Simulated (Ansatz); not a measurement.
**Si₂Cl (quartet): trial inputs and their diagnosis at a displaced geometry (v2)**

4 inputs are run for Si₂Cl (quartet) as typed; the log has to tell whether the result can be used and what must change.

Program: Ansatz 0.2.0, Gaussian basis. Level of theory: the settings change from run to run. These are calculated values, not measurements.

19 further runs of the same task are left out: 8 that didn't finish, 11 set aside as unsound or not needed.

### Step 1. What is computed

The geometry is a PBE0/def2-TZVP stationary point (not a proven minimum) with its atoms shifted at random (size 0.100 Å).

3 atoms, charge 0, spin multiplicity 4.

Atoms are counted from 1 here; the program's logs count them from 0.

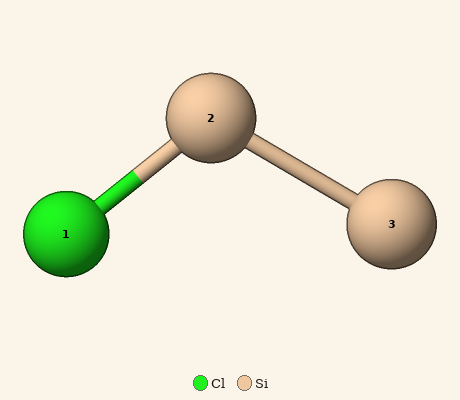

The geometry (chlorine green, silicon light orange); atoms are numbered from 1 in the order of the file.

### Step 2. Attempt 1

in.yaml

```yaml
crystal:
  periodic: [false, false, false]
  atoms:
    - {symbol: Cl, position_ang: [0.077591, -0.364881, 1.630432]}
    - {symbol: Si, position_ang: [-0.087283, 0.863067, -0.039566]}
    - {symbol: Si, position_ang: [-0.010662, -0.402470, -2.018567]}
basis:
  gaussian: {orbitals: cc-pVDZ}
magnetization: {spin_polarized: false, initial_magnetization: 3}
hamiltonian: {pseudopotentials: {relativity: scalar}}
correlation: {method: sc_nevpt2, electrons: outside_noble_gas, active_space: {window: {electrons: 3, orbitals: 4}}}
scf: {lower_state_search: light}
output: {forces: true}
```

Command:

```console
$ ansatz run in.yaml --threads 1 --pin off --events-out ev --progress --plain --max-ram 2393MiB
```

The program printed:

```text
Functional definition: HF
  name "HF"
  cite "Fock, Z. Phys. 61, 126 (1930) doi:10.1007/BF01340294"
  parent pbe
  exchange = exact_x
  correlation = 0
563 factors; integrals over basis functions are off by at most 9.4e-4 eV
mean field evaluation 1: about -28289.2173 eV, gradient 1.1e1 eV
mean field evaluation 2: about -28289.2232 eV, gradient 1.1e1 eV
mean field evaluation 4: about -28289.9777 eV, gradient 1.4e0 eV
mean field evaluation 8: about -28289.9995 eV, gradient 1.2e-2 eV
mean field evaluation 16: about -28288.8572 eV, gradient 7.1e-2 eV
mean field evaluation 32: about -28289.9948 eV, gradient 2.4e-1 eV
mean field -28289.99953984 eV, -1039.6383074386 hartree, gradient 1.5e-6 eV, S^2 3.750000; 7 other end points of the search recorded, 0 dependent functions left out
reference -28289.99953984 eV, -1039.6383074386 hartree; 24, 21 occupied and 30, 33 virtual orbitals, 563 factors
state -28289.99953984 eV, -1039.6383074386 hartree
state -28289.99953984 eV, -1039.6383074386 hartree; corrected -28297.49571656 eV, -1039.9137868519 hartree
WARN: 1 active orbitals are nearly empty or full. The corrections depend on them more than the energy does, and are more stable in an active space without them
the calculation of the forces begins
Error: an active orbital is full or empty, and SC-NEVPT2 has no forces then: leave it out of the active space
```

Run time: 3 s. Hardware: 1 thread of Intel Xeon 6975P-C, shared host.

**Diagnosis.** The run stopped with an error. It says: «an active orbital is full or empty, and SC-NEVPT2 has no forces then: leave it out of the active space». Cure: drop the forces, or choose an active space whose orbitals are all partly filled.

### Step 3. Attempt 2

in.yaml

```yaml
crystal:
  periodic: [false, false, false]
  atoms:
    - {symbol: Cl, position_ang: [0.077591, -0.364881, 1.630432]}
    - {symbol: Si, position_ang: [-0.087283, 0.863067, -0.039566]}
    - {symbol: Si, position_ang: [-0.010662, -0.402470, -2.018567]}
basis:
  gaussian: {orbitals: 6-31G}
magnetization: {spin_polarized: false, initial_magnetization: 3}
correlation: {method: fic_mrcisd_q, electrons: outside_noble_gas}
accuracy: high
scf: {lower_state_search: light}
```

Launched as before.

The program printed:

```text
Error: this correlation method needs an active space: name one as the reference
```

Run time: 0.03 s. Hardware: 1 thread of Intel Xeon 6975P-C, shared host.

What is wrong: The run was refused. This method needs an active space and has none. Fix: add an active_space block.

### Step 4. Attempt 3

in.yaml

```yaml
crystal:
  periodic: [false, false, false]
  atoms:
    - {symbol: Cl, position_ang: [0.077591, -0.364881, 1.630432]}
    - {symbol: Si, position_ang: [-0.087283, 0.863067, -0.039566]}
    - {symbol: Si, position_ang: [-0.010662, -0.402470, -2.018567]}
basis:
  gaussian: {orbitals: cc-pVDZ}
magnetization: {spin_polarized: false, initial_magnetization: 3}
correlation: {method: ccsd_t, frozen_orbitals: {Cl: 9}}
```

The command is unchanged.

The program printed:

```text
Functional definition: HF
  name "HF"
  cite "Fock, Z. Phys. 61, 126 (1930) doi:10.1007/BF01340294"
  parent pbe
  exchange = exact_x
  correlation = 0
Error: "frozen_orbitals" has no count for Si
```

Run time: 0.03 s. Hardware: 1 thread of Intel Xeon 6975P-C, shared host.

**Diagnosis.** The run was refused. The frozen-orbital counts are incomplete or too large. Cure: leave frozen_orbitals out, or give each element a count that its core has.

### Step 5. Attempt 4

in.yaml

```yaml
crystal:
  periodic: [false, false, false]
  atoms:
    - {symbol: Cl, position_ang: [0.077591, -0.364881, 1.630432]}
    - {symbol: Si, position_ang: [-0.087283, 0.863067, -0.039566]}
    - {symbol: Si, position_ang: [-0.010662, -0.402470, -2.018567]}
basis:
  gaussian: {orbitals: cc-pVDZ}
magnetization: {spin_polarized: true, initial_magnetization: 4}
hamiltonian: {xc: {name: r2SCAN}}
correlation: {method: ccsd_t, electrons: valence}
output: {forces: true}
```

Same command.

The program printed:

```text
Error: a molecule whose nuclei and cores have a total charge of 45 cannot have a net charge of 0 together with 4 unpaired electrons
```

Wall time 0.03 s (1 thread of Intel Xeon 6975P-C, shared host).

Diagnosis: The run was refused. The number of unpaired electrons doesn't fit the electron count. Cure: make charge and initial_magnetization agree.

### Step 6. How the runs ended

```
attempt                    level                ended                                                                                                   cause    time
      1      NEVPT2(3,4)/cc-pVDZ  stopped by an error  an active orbital is full or empty, and SC-NEVPT2 has no forces then: leave it out of the active space     3 s
      2     'fic_mrcisd_q'/6-31G              refused                                                          this method needs an active space and has none  0.03 s
      3  CCSD(T) on ROHF/cc-pVDZ              refused                                                   the frozen-orbital counts are incomplete or too large  0.03 s
      4          CCSD(T)/cc-pVDZ              refused                                         the number of unpaired electrons doesn't fit the electron count  0.03 s
```

1 stopped by an error, 3 refused.
